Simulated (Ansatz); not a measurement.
## Geometry relaxation, with input and output: GeH₅SCl (part 2 of 2)

Continued. System: GeH₅SCl. Method: RHF/def2-SVP (Ansatz 0.2.0). The input holds or restrains some coordinates. Forces given for the steps count only the free coordinates. It belongs to a series of runs on one base structure; here: pulled along the bonds that form and break, towards end B.

Geometry of the input (Å):
```
Ge 0.0000  0.0000  0.0000
Cl 0.0000  0.0000  2.5700
H  1.4616  0.0000  -0.5162
H  -0.7300  1.2648  -0.5162
H  -0.7300  -1.2648  -0.5162
S  -2.4199  0.0000  0.8041
H  -3.1755  -0.8728  0.0121
H  -1.4563  0.0000  2.0643
```

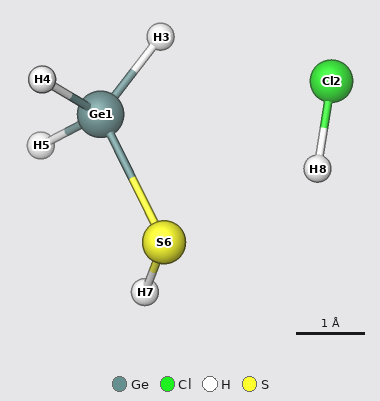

*The geometry at step 9 of the log (ball-and-stick view, seen at a tilt; atoms are numbered from 1 in the order of the input).*

Trajectory as extended XYZ, continued
```
8
Properties=species:S:1:pos:R:3:forces:R:3 step=3 energy=-79856.25026
Ge   -0.1668   -0.0023   -0.2760    0.9615  -0.2042  -0.3274
Cl    0.0027    0.0038    2.8702   -0.7766   0.0125  -0.4175
H     1.4443   -0.0016   -0.4816   -0.9960  -0.0821   1.1812
H    -0.7155    1.3065   -0.5443    0.5432   1.8431  -1.1704
H    -0.7149   -1.3076   -0.5518    0.4619  -1.8801  -1.5827
S    -2.4839    0.0637    0.4993   -0.9154   1.8760   2.0096
H    -3.1808   -0.9108    0.0025   -0.0940  -1.4881  -0.2899
H    -1.2352   -0.0243    2.3835    0.8155  -0.0771   0.5972
8
Properties=species:S:1:pos:R:3:forces:R:3 step=4 energy=-79857.05165
Ge   -0.2901   -0.0090   -0.3620    0.7979   0.0167  -0.0467
Cl    0.0427    0.0011    3.0026   -0.4424  -0.0255  -0.1172
H     1.3515   -0.0104   -0.3978   -1.2445  -0.1276   1.0729
H    -0.6702    1.3969   -0.6402    0.6834   0.9789  -1.3013
H    -0.6807   -1.3997   -0.6839    0.3492  -0.9479  -1.4914
S    -2.4973    0.1382    0.3936   -0.8119   0.9571   1.5171
H    -3.1267   -0.9571    0.0199    0.2384  -0.8687   0.0687
H    -1.1794   -0.0327    2.5696    0.4297   0.0170   0.2978
8
Properties=species:S:1:pos:R:3:forces:R:3 step=5 energy=-79857.91637
Ge   -0.3822   -0.0015   -0.3671    0.6591   0.1174  -0.5747
Cl    0.0897    0.0006    3.0348   -1.6015  -0.0714  -0.3459
H     1.2252   -0.0310   -0.2507   -1.0606  -0.1066   1.1225
H    -0.5804    1.4523   -0.8003    0.3709  -0.0975  -1.0341
H    -0.6380   -1.4292   -0.8551    0.0756   0.1747  -1.0146
S    -2.5258    0.1768    0.4346   -0.4050   0.0017   1.0526
H    -3.0517   -0.9974    0.0620    0.3829  -0.0851   0.2072
H    -1.1869   -0.0434    2.6437    1.5787   0.0670   0.5870
8
Properties=species:S:1:pos:R:3:forces:R:3 step=6 energy=-79858.55430
Ge   -0.4238    0.0108   -0.3821    0.6639   0.0924  -0.9073
Cl    0.0999   -0.0012    3.0149   -1.1089  -0.0490   0.0275
H     1.1339   -0.0465   -0.0831   -1.0035  -0.0580   0.9017
H    -0.5364    1.4507   -0.9498    0.2249  -0.5532  -0.6990
H    -0.6364   -1.4003   -0.9941    0.0503   0.5935  -0.6678
S    -2.5098    0.1739    0.4992   -0.3347  -0.2772   0.7694
H    -2.9998   -1.0126    0.0894    0.3670   0.2095   0.2322
H    -1.1777   -0.0476    2.7074    1.1410   0.0421   0.3433
8
Properties=species:S:1:pos:R:3:forces:R:3 step=7 energy=-79859.02370
Ge   -0.4427    0.0193   -0.3968    0.3854   0.0825  -1.0258
Cl    0.1260    0.0002    2.9932   -1.3211  -0.0598   0.2288
H     1.0367   -0.0563    0.0856   -0.7815  -0.0270   0.6037
H    -0.5087    1.4047   -1.0873    0.1769  -0.5113  -0.4101
H    -0.6352   -1.3371   -1.1245    0.0613   0.5372  -0.3798
S    -2.4933    0.1676    0.5532   -0.1606  -0.3005   0.5143
H    -2.9577   -1.0158    0.1114    0.2429   0.2253   0.2010
H    -1.1751   -0.0553    2.7669    1.3965   0.0537   0.2679
8
Properties=species:S:1:pos:R:3:forces:R:3 step=8 energy=-79859.26260
Ge   -0.4554    0.0326   -0.4311    0.4819   0.0676  -0.7776
Cl    0.1195    0.0663    2.9626   -1.5325  -0.3492   0.3593
H     0.9361   -0.0717    0.2574   -0.8159   0.0032   0.1173
H    -0.4452    1.3776   -1.1874    0.1258  -0.3737  -0.2210
H    -0.6157   -1.2756   -1.2322    0.0419   0.3384  -0.2326
S    -2.4911    0.2224    0.5309   -0.2656  -0.6647   0.3170
H    -2.9344   -1.0381    0.2837    0.3318   0.5767   0.1228
H    -1.1640   -0.1864    2.7181    1.6327   0.4018   0.3148
8
Properties=species:S:1:pos:R:3:forces:R:3 step=9 energy=-79859.41968
Ge   -0.4864    0.0385   -0.4445    0.2836   0.1013  -0.9640
Cl    0.1550    0.0271    2.9392   -1.5988  -0.2132   0.6811
H     0.7890   -0.0808    0.3850   -0.3348  -0.0198  -0.0752
H    -0.3959    1.3230   -1.2868    0.0017  -0.1315   0.0290
H    -0.5968   -1.2040   -1.3471   -0.0518   0.1266   0.0240
S    -2.4893    0.1981    0.5813    0.0207  -0.0403   0.1131
H    -2.8669   -1.0461    0.2901   -0.0556  -0.0729   0.0264
H    -1.1588   -0.1286    2.7845    1.7349   0.2498   0.1655
8
Properties=species:S:1:pos:R:3:forces:R:3 step=10 energy=-79859.47595
Ge   -0.4856    0.0426   -0.4513   -0.1407  -0.3419  -0.9841
Cl    0.1817    0.0966    2.9344   -1.2557   0.0372   0.7574
H     0.7037   -0.2573    0.4249    0.0438  -0.0118  -0.0523
H    -0.3170    1.3705   -1.1928   -0.0371   0.0380   0.1226
H    -0.6600   -1.0986   -1.4684    0.0625   0.0966  -0.0425
S    -2.4855    0.0877    0.5891   -0.1467   0.1269   0.1060
H    -2.8580   -1.1522    0.2612    0.0807   0.0129   0.0041
H    -1.1295    0.0378    2.8048    1.3933   0.0421   0.0889
8
Properties=species:S:1:pos:R:3:forces:R:3 step=11 energy=-79859.53921
Ge   -0.4928    0.0081   -0.4535   -0.1009  -0.3417  -1.0016
Cl    0.1916    0.2661    2.9294   -1.1932   0.0017   0.6391
H     0.6498   -0.4496    0.4325   -0.0291  -0.0188  -0.1856
H    -0.2645    1.4059   -1.0511   -0.0143  -0.1093   0.2260
H    -0.6947   -1.0076   -1.6107    0.0903   0.2384   0.1886
S    -2.4913    0.0301    0.5922   -0.1378  -0.0053   0.0152
H    -2.8400   -1.2177    0.2573    0.0567   0.0809   0.0394
H    -1.1082    0.0919    2.8059    1.3283   0.1541   0.0789
8
Properties=species:S:1:pos:R:3:forces:R:3 step=12 energy=-79859.56563
Ge   -0.5008   -0.0315   -0.4497    0.1694  -0.0753  -1.0012
Cl    0.1780    0.4608    2.9069   -1.6334  -0.3429   0.3982
H     0.6283   -0.6225    0.4014   -0.2432   0.0456  -0.2273
H    -0.2114    1.4328   -0.8867   -0.0647  -0.4679   0.2540
H    -0.7109   -0.9258   -1.7158    0.0848   0.3356   0.3813
S    -2.5029    0.0012    0.5849   -0.1426  -0.2595  -0.0238
H    -2.8340   -1.2684    0.2935    0.0644   0.2269   0.0653
H    -1.0964    0.0807    2.7673    1.7653   0.5376   0.1535
8
Properties=species:S:1:pos:R:3:forces:R:3 step=13 energy=-79859.64963
Ge   -0.5161   -0.0684   -0.4419    0.2169   0.1460  -0.8561
Cl    0.1814    0.6073    2.8657   -1.0508  -0.2484   0.3488
H     0.5654   -0.7894    0.3721   -0.2037   0.0543  -0.1770
H    -0.1651    1.4297   -0.6985   -0.1131  -0.5895   0.1687
H    -0.7080   -0.8117   -1.8048    0.0325   0.2845   0.4420
S    -2.5213   -0.0699    0.5912   -0.0576  -0.1960  -0.0993
H    -2.8365   -1.3328    0.2707    0.0116   0.1268   0.0715
H    -1.0499    0.1624    2.7474    1.1643   0.4222   0.1013
8
Properties=species:S:1:pos:R:3:forces:R:3 step=14 energy=-79859.69388
Ge   -0.5083   -0.0853   -0.4461    0.0204  -0.1018  -0.4607
Cl    0.1397    0.7652    2.8188   -1.0989  -0.4660   0.2584
H     0.4980   -0.9561    0.3056   -0.0541   0.0255  -0.0720
H    -0.0782    1.3824   -0.5246   -0.0676  -0.1462   0.0607
H    -0.7311   -0.6505   -1.8602    0.0637   0.0442   0.0730
S    -2.5196   -0.1208    0.5707   -0.1358   0.0011   0.0456
H    -2.8047   -1.4068    0.3412    0.0584   0.0300  -0.0268
H    -1.0458    0.1991    2.6965    1.2139   0.6133   0.1218
8
Properties=species:S:1:pos:R:3:forces:R:3 step=15 energy=-79859.70002
Ge   -0.5207   -0.1077   -0.4335   -0.0147  -0.0502  -0.4444
Cl    0.1821    0.7819    2.8063   -1.2628  -0.3848   0.1710
H     0.4522   -1.0493    0.2650    0.0041  -0.0225   0.0142
H    -0.0817    1.3492   -0.3854    0.0128  -0.0019   0.0034
H    -0.7123   -0.5578   -1.8875    0.0109   0.0002   0.0026
S    -2.5414   -0.1637    0.5586   -0.1028  -0.0810   0.0029
H    -2.7756   -1.4637    0.3457    0.0043   0.0555   0.0375
H    -1.0526    0.3382    2.6326    1.3482   0.4846   0.2127
```

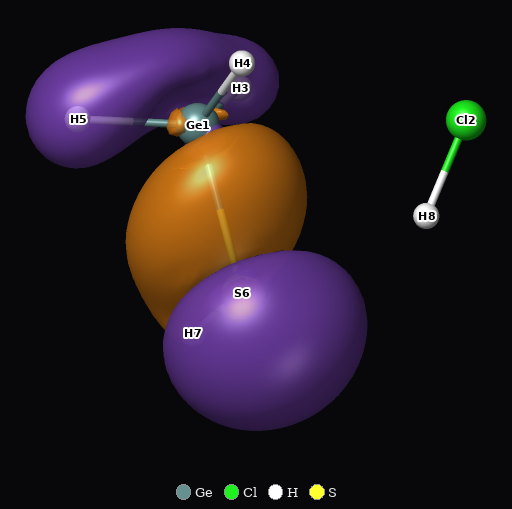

*One frontier orbital at ±0.1 Å⁻³ᐟ² (orange and purple are the two phases), seen face on.*

The HOMO−1, at −11.96 eV. Its weight (Hirshfeld) is mainly on S6 (65 %) and Ge1 (20 %).

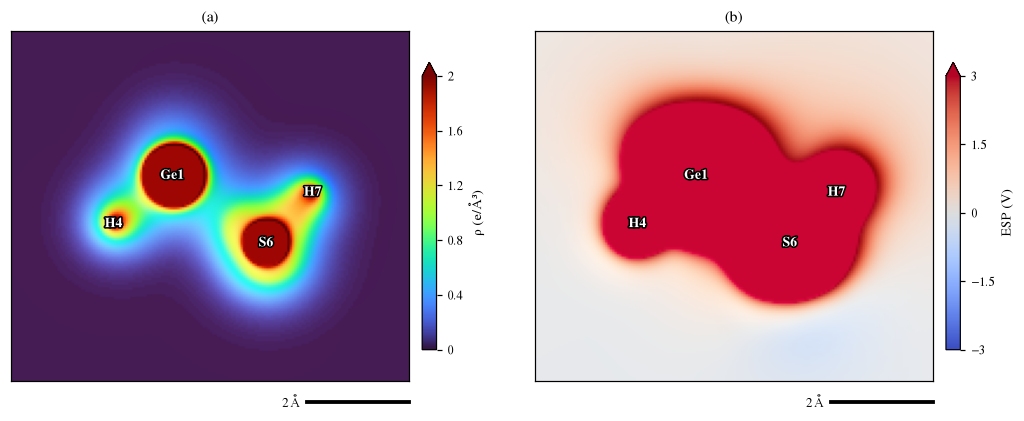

*(a) total electron density; (b) electrostatic potential on the plane of atoms H4, Ge1 and S6.*

The section cuts through Ge, H and S sites. S–H (1.34 Å): ρ at the midpoint is about 1.4 e/Å³. Ge–H (1.52 Å): ρ at the midpoint is about 1.1 e/Å³, with its minimum of 0.92 e/Å³ about 0.9 Å from Ge.

Key numbers

- outcome: converged under the restraints of the input
- total energy: −79859.7000 eV
- mean-field energy: −79859.7000 eV
- largest force (length of the vector) at the end, held atoms and coordinates included: 1.448 eV/Å
- hardware: 1 thread of Arm Neoverse V1, 24 GiB of memory available, shared host
- wall time: 35 s
- peak memory: 0.19 GiB
